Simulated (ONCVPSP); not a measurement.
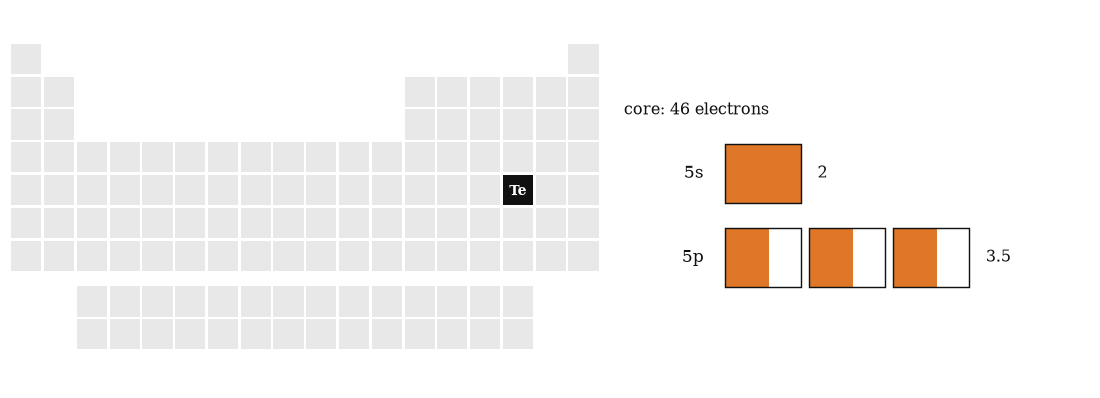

Fig. 1: Left, the place of tellurium in the periodic table; right, the valence shells of the reference configuration: a box for each of the 2l + 1 orbitals, shaded by the share of the shell that is filled, with the electron count at the right. The shells are those of the unaltered input.

## Run report: Te, pseudopotential generation

System: tellurium (Te, Z = 52), core [Kr] 4d10, reference valence 5s2 5p3.5 (an ion of charge +0.5), valence charge 6. (This line and the method describe the unaltered input from which the odd one was made.)
Method: ONCV potential, PBEsol, scalar-relativistic, made with ONCVPSP 4.0.1.

Input:
```
# ATOM AND REFERENCE CONFIGURATION
# atsym  z   nc   nv     iexc    psfile
  Te 52.00    9    2  -116133      upf
#
#   n    l    f
    1    0    2.00
    2    0    2.00
    2    1    6.00
    3    0    2.00
    3    1    6.00
    3    2   10.00
    4    0    2.00
    4    1    6.00
    4    2   10.00
    5    0    2.00
    5    1    3.50
#
# PSEUDOPOTENTIAL AND OPTIMIZATION
# lmax
    1
#
#   l,   rc,      ep,       ncon, nbas, qcut
    0    1.85    0.00    3    8    0.30
    1    2.00    0.00    4    8    3.60
#
# LOCAL POTENTIAL
# lloc, lpopt,  rc(5),   dvloc0
    4    2    1.70    1.00
#
# VANDERBILT-KLEINMAN-BYLANDER PROJECTORs
# l, nproj, debl
    0    2    1.20
    1    2    0.90
#
# MODEL CORE CHARGE
# icmod, fcfact, rcfact
    1    0.40    0.00
#
# LOG DERIVATIVE ANALYSIS
# epsh1, epsh2, depsh
   -2.00    5.00    0.02
#
# OUTPUT GRID
# rlmax, drl
    6.00    0.01
#
# TEST CONFIGURATIONS
# ncnf
    4
# nvcnf
#   n    l    f
    2
    5    0    2.00
    5    1    4.00
#
    2
    5    0    2.00
    5    1    3.00
#
    2
    5    0    2.00
    5    1    2.00
#
    2
    5    0    1.00
    5    1    5.00
#
```

Hardware: 1 CPU thread, shared host.

Command:
```bash
oncvpsp.x < Te.dat > Te.out
```

Output (extracts):
```
ONCVPSP  (Optimized Norm-Conservinng Vanderbilt PSeudopotential)
scalar-relativistic version 4.0.1

#   n    l    f        energy (Ha)
    1    0    2.00    -1.1619277E+03
    2    0    2.00    -1.7832679E+02
    2    1    6.00    -1.6012372E+02
    3    0    2.00    -3.5606759E+01
    3    1    6.00    -2.9690642E+01
    3    2   10.00    -2.0739785E+01
    4    0    2.00    -6.1920565E+00
    4    1    6.00    -4.3577200E+00
    4    2   10.00    -1.6876707E+00
    5    0    2.00    -7.0528772E-01
    5    1    3.50    -3.5692940E-01

Reference configufation results
  iterations    25
  all-electron total energy (Ha)   -6.79144174D+03

Begin loop to  construct optimized pseudo wave functions
and semi-local pseudopoentials for all angular momenta

   Wellstate for l =  0  n =  6
     eigenvalue =   0.4947
     asymptotic potential =   0.9947
     half-point radius =  3.6204

Calculating optimized projector #   1

 for l=   0

    Fraction of norm inside rc  0.417976
    Optimizing pswf for qcut=   0.29 a_B^-1,  ecut=   0.04 Ha
    Residual kinetic energy error=  2.93D-01 Ha

    Energy error per electron        Cutoff
         Ha          eV             Ha
         0.01000     0.27211       11.53
         0.00100     0.02721       54.85
         0.00010     0.00272       99.54

Calculating optimized projector #   2

 for l=   0

    Fraction of norm inside rc  0.162615
    Optimizing pswf for qcut=   0.29 a_B^-1,  ecut=   0.04 Ha
    Residual kinetic energy error=  5.23D-01 Ha

    Energy error per electron        Cutoff
         Ha          eV             Ha
         0.01000     0.27211        7.25
         0.00100     0.02721       47.86
         0.00010     0.00272       98.35

   Wellstate for l =  1  n =  6
     eigenvalue =   0.5431
     asymptotic potential =   1.0431
     half-point radius =  4.3261

Calculating optimized projector #   1

 for l=   1

    Fraction of norm inside rc  0.292381
    Optimizing pswf for qcut=   3.60 a_B^-1,  ecut=   6.49 Ha
    Residual kinetic energy error=  1.75D-03 Ha

    Energy error per electron        Cutoff
         Ha          eV             Ha
         0.01000     0.27211        3.08
         0.00100     0.02721        7.53
         0.00010     0.00272       37.11
         0.00001     0.00027       49.26

Calculating optimized projector #   2

 for l=   1

    Fraction of norm inside rc  0.177516
    Optimizing pswf for qcut=   3.60 a_B^-1,  ecut=   6.49 Ha
    Residual kinetic energy error=  3.26D-03 Ha

    Energy error per electron        Cutoff
         Ha          eV             Ha
         0.01000     0.27211        4.65
         0.00100     0.02721       15.10
         0.00010     0.00272       62.42
         0.00001     0.00027       71.89

Construct Vanderbilt / Kleinmman-Bylander projectors

B matrix Hermiticity error, ll=   0
   1   2    1.0258E-04

  Orthonormal projector coefficients  8.0524E+00  3.0525E+00

B matrix Hermiticity error, ll=   1
   1   2    5.6093E-05

  Orthonormal projector coefficients  5.0706E+00  1.0664E+00

Model core correction analysis
  based on d2Exc/dn_idn_j

d2excae - all-electron derivatives

   -1.427980D-02   -8.006735D-03
   -8.685179D-03   -5.114574D-03

d2excps - pseudofunction derivatives with no core correction

   -2.406206D-02   -1.281799D-02
   -1.329484D-02   -7.759160D-03

rms 2nd derivative error    6.063901E-03

Polynomial model core charge

d2excps - pseudofunction derivatives with core correction

   -1.315318D-02   -7.724042D-03
   -8.401649D-03   -5.091899D-03

rms 2nd derivative error    5.979316E-04

Pseudoatom total energy   -8.053717

Diagnostic tests using Vanderbilt-Kleinman-Bylander pseudopotentials
  1 or more projectors used as specified by nproj input data

   l    rcore       rmatch      e in        delta e   norm test  slope test

   0   1.8503737   1.9065550  -0.7052877   0.0002886   1.0001256   1.0030455
   0   1.8503737   1.9065550   0.4947123   0.0005742   1.0003172   1.0003172

   1   2.0000147   2.0607395  -0.3569294   0.0000003   1.0000355   0.9999982
   1   2.0000147   2.0607395   0.5430706   0.0000044   1.0001605   1.0001605

 Testing for bound ghosts
   n   l    E NL Schr. Eq   E Basis Diag.   E Cutoff

   1   0       -0.704999       -0.703646     76.19

   2   1       -0.356929       -0.351657     75.16

 Testing for highly-localized positive-energy ghosts
       l    <radius>/rc     E Basis Diag.   E Cutoff

Test configuration 0

   n   l     f        eae           eps        diff
   1   0  2.0000-1161.92766221
   2   0  2.0000 -178.32679094
   2   1  6.0000 -160.12372053
   3   0  2.0000  -35.60675939
   3   1  6.0000  -29.69064249
   3   2 10.0000  -20.73978451
   4   0  2.0000   -6.19205654
   4   1  6.0000   -4.35772000
   4   2 10.0000   -1.68767067
   5   0  2.0000   -0.70528772   -0.70499913    2.89D-04
   5   1  3.5000   -0.35692940   -0.35692912    2.82D-07

    Total energies and differences
      AE_ref= -6.79144174D+03  AE_tst= -6.79144174D+03  dif=  0.00D+00
      PS_ref= -8.05371725D+00  PS_tst= -8.05371725D+00  dif= -5.33D-15
      PSP excitation error=  5.33D-15

Test configuration 1

   n   l     f        eae           eps        diff
   1   0  2.0000-1161.76642909
   2   0  2.0000 -178.16619821
   2   1  6.0000 -159.96304840
   3   0  2.0000  -35.44644154
   3   1  6.0000  -29.53031776
   3   2 10.0000  -20.57946403
   4   0  2.0000   -6.03226061
   4   1  6.0000   -4.19798541
   4   2 10.0000   -1.52832897
   5   0  2.0000   -0.55683055   -0.55640545    4.25D-04
   5   1  4.0000   -0.21931859   -0.21924994    6.86D-05

    Total energies and differences
      AE_ref= -6.79144174D+03  AE_tst= -6.79158533D+03  dif= -1.44D-01
      PS_ref= -8.05371725D+00  PS_tst= -8.19732196D+00  dif= -1.44D-01
      PSP excitation error=  1.65D-05

Test configuration 2

   n   l     f        eae           eps        diff
   1   0  2.0000-1162.10345544
   2   0  2.0000 -178.50159570
   2   1  6.0000 -160.29864347
   3   0  2.0000  -35.78112961
   3   1  6.0000  -29.86502261
   3   2 10.0000  -20.91416121
   4   0  2.0000   -6.36556080
   4   1  6.0000   -4.53111289
   4   2 10.0000   -1.86043417
   5   0  2.0000   -0.86388024   -0.86391921   -3.90D-05
   5   1  3.0000   -0.50409765   -0.50427735   -1.80D-04

    Total energies and differences
      AE_ref= -6.79144174D+03  AE_tst= -6.79122691D+03  dif=  2.15D-01
      PS_ref= -8.05371725D+00  PS_tst= -7.83878524D+00  dif=  2.15D-01
      PSP excitation error= -9.52D-05

Test configuration 3

   n   l     f        eae           eps        diff
   1   0  2.0000-1162.49272578
   2   0  2.0000 -178.88773665
   2   1  6.0000 -160.68514800
   3   0  2.0000  -36.16585717
   3   1  6.0000  -30.24977975
   3   2 10.0000  -21.29891717
   4   0  2.0000   -6.74737322
   4   1  6.0000   -4.91252583
   4   2 10.0000   -2.23979737
   5   0  2.0000   -1.20542703   -1.20694053   -1.51D-03
   5   1  2.0000   -0.82163710   -0.82270887   -1.07D-03

    Total energies and differences
      AE_ref= -6.79144174D+03  AE_tst= -6.79056655D+03  dif=  8.75D-01
      PS_ref= -8.05371725D+00  PS_tst= -7.17769994D+00  dif=  8.76D-01
      PSP excitation error= -8.23D-04

Test configuration 4

   n   l     f        eae           eps        diff
   1   0  2.0000-1161.81904406
   2   0  2.0000 -178.21804094
   2   1  6.0000 -160.01470068
   3   0  2.0000  -35.49901067
   3   1  6.0000  -29.58284683
   3   2 10.0000  -20.63193734
   4   0  2.0000   -6.08415286
   4   1  6.0000   -4.24947756
   4   2 10.0000   -1.57772975
   5   0  1.0000   -0.58448781   -0.58640034   -1.91D-03
   5   1  5.0000   -0.23955837   -0.23964489   -8.65D-05

    Total energies and differences
      AE_ref= -6.79144174D+03  AE_tst= -6.79124409D+03  dif=  1.98D-01
      PS_ref= -8.05371725D+00  PS_tst= -7.85534787D+00  dif=  1.98D-01
      PSP excitation error= -7.18D-04
```

Outcome:

- outcome: generated
- ghost flags of the generator: 0 GHOST(-), 0 GHOST(+)
- largest excitation error printed: 22 meV
- wall time: 5 s

What is odd here:

The input is odd on purpose: qcut of l = 0 set to 0.30. The program ran to the end. The all-electron atom is untouched: its total energy equals that from the unaltered input (−6791.4417 Ha). The pseudo-atom's total energy moves by −0.0099 Ha, so the potential, or the configuration in which it is tested, is another one.
